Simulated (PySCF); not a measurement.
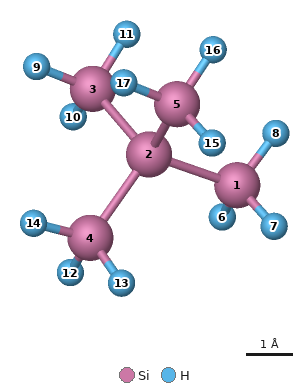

Si5H12, before the relaxation. The picture is a ball-and-stick view, seen face on.

The start comes from GFN2-xTB. Its atoms were then displaced at random by about 0.01 Å.

The calculation used PBE0-D3(BJ)/def2-TZVP geometry optimisation, gas phase in PySCF 2.14.0, density-fitted response routines.

```xyz
17

Si   -0.3863   -0.8992   -2.1352
Si   -0.0074   -0.0052   -0.0044
Si   -0.0321    2.3388   -0.1079
Si   -1.6382   -0.7252    1.4692
Si    2.0848   -0.7451    0.7517
H    -1.7045   -0.4464   -2.6826
H    -0.4024   -2.3402   -2.1549
H     0.6184   -0.4498   -3.1196
H     0.2411    2.9610    1.2250
H    -1.2961    2.8744   -0.5537
H     0.9994    2.8655   -0.9995
H    -3.0040   -0.2990    1.0663
H    -1.7515   -2.1764    1.5770
H    -1.4939   -0.2119    2.8377
H     2.1636   -2.2092    0.8500
H     3.1842   -0.3031   -0.1045
H     2.4084   -0.2171    2.0957
```

> Predict the outcome.

H12 moves most after the best rigid fit: 0.16 Å. By element the largest moves are H 0.16 Å, Si 0.05 Å. Near-neighbour distances that change, for instance: Si1–H7 1.441 → 1.488 Å, Si3–H11 1.462 → 1.488 Å, Si2–Si4 2.313 → 2.336 Å, Si4–H14 1.469 → 1.488 Å. Bond angles that change, for instance: H12–Si4–H13 103.5° → 108.6°, Si2–Si4–H14 114.6° → 110.3°, Si2–Si4–H13 114.3° → 110.6°. Over 4 geometry steps the energy falls by 3.74 kcal/mol. The run took 7.3 min on 2 threads of Intel(R) Xeon(R) Processor @ 2.50GHz (shared host).

Step by step:

```
step  E − E(0), kcal/mol
   0                0.00
   1               -3.45
   2               -3.69
   3               -3.73
   4               -3.74
```

The structure at the end:

```xyz
17

Si   -0.4182   -0.8685   -2.1403
Si    0.0108   -0.0081   -0.0122
Si    0.0000    2.3268   -0.0756
Si   -1.6662   -0.7177    1.4509
Si    2.0886   -0.7437    0.7593
H    -1.7732   -0.4527   -2.5929
H    -0.3606   -2.3550   -2.1154
H     0.5853   -0.3704   -3.1193
H     0.2291    2.8734    1.2892
H    -1.3103    2.8260   -0.5733
H     1.0728    2.8299   -0.9756
H    -3.0030   -0.3410    0.9168
H    -1.6218   -2.1956    1.6192
H    -1.4914   -0.0822    2.7850
H     2.1082   -2.2272    0.8693
H     3.1661   -0.3201   -0.1753
H     2.3671   -0.1621    2.1004
```

The end point in the same view:

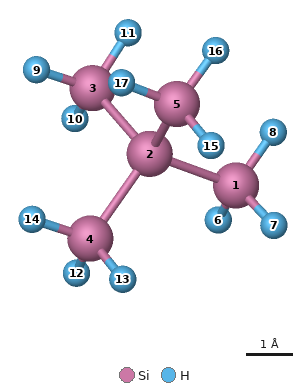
